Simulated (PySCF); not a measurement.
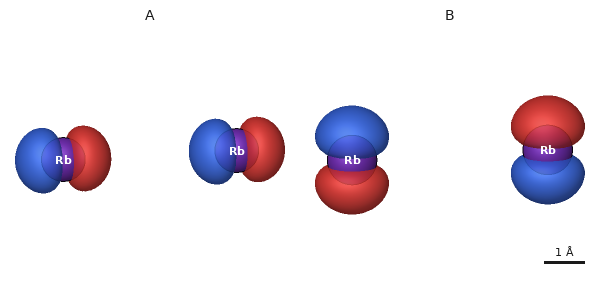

Rb2 (charge +1, doublet). Two frontier β-spin orbitals, each drawn at the value that holds 80 % of its norm (red and blue are the two phases), in no order; of a degenerate pair one member is drawn.

Core potentials replace the inner electrons of Rb.

Computed with PBE0/def2-SVPD, non-relativistic Hamiltonian with scalar-relativistic core potentials where named, at a bond length of 5.065 Å in PySCF.

**Name the orbitals and rank them from lowest to highest energy.**

Orbital B: πg, occupied in this spin, −21.59 eV; antibonding, with a node between the atoms.
Orbital A: σu, occupied in this spin, −21.54 eV; antibonding, with a node between the atoms.
